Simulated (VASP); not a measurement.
Band structure of RuAl (space group Pm-3m). Calculation: PBEsol GGA, VASP's PBE PAW potentials (set 64) (plane waves; VASP).

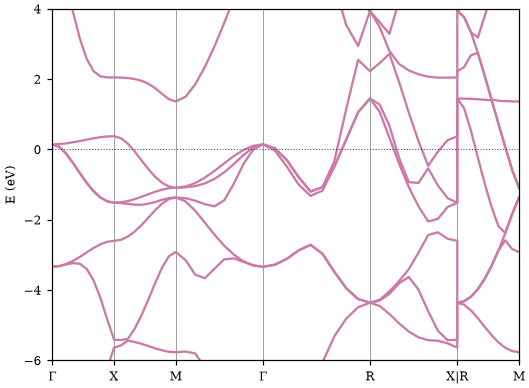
Fig. 1. Bands along high-symmetry lines, zero at the valence-band maximum or, without a gap, the Fermi level

### Question
Read the plot: is there a gap, and where are the band edges?

### Answer
It has no gap at this level: it comes out as a metal or semimetal.

The structure is a typed RuAl crystal (Pm-3m). The cell was not relaxed at this level. The electron count is odd and the run is not spin-polarised, which forces a metal.
